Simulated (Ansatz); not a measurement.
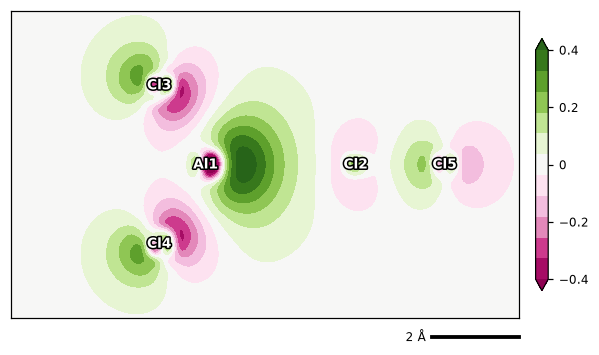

*AlCl$_{2}$···Cl$_{2}$ (doublet). The HOMO (α) on the molecular plane (values in Å⁻³ᐟ²; the overall sign is arbitrary).*

The calculation used UHF/def2-SVP (Ansatz 0.2.0).

```yaml
atoms:
  - { symbol: Al, position_ang: [0.0000, 0.0000, -0.3402] }
  - { symbol: Cl, position_ang: [0.0000, 0.0000, 3.0941] }
  - { symbol: Cl, position_ang: [1.8158, 0.0000, -1.4084] }
  - { symbol: Cl, position_ang: [-1.8158, 0.0000, -1.4084] }
  - { symbol: Cl, position_ang: [0.0000, 0.0000, 5.1329] }
```

### Describe this orbital and give its energy.

Its weight (Hirshfeld) is mainly on Al1 (about 65 %), Cl3 (about 10 %) and Cl4 (about 10 %); it is symmetric in the molecular plane (an in-plane orbital: σ, lone-pair or in-plane π type). Its energy is −9.30 eV.
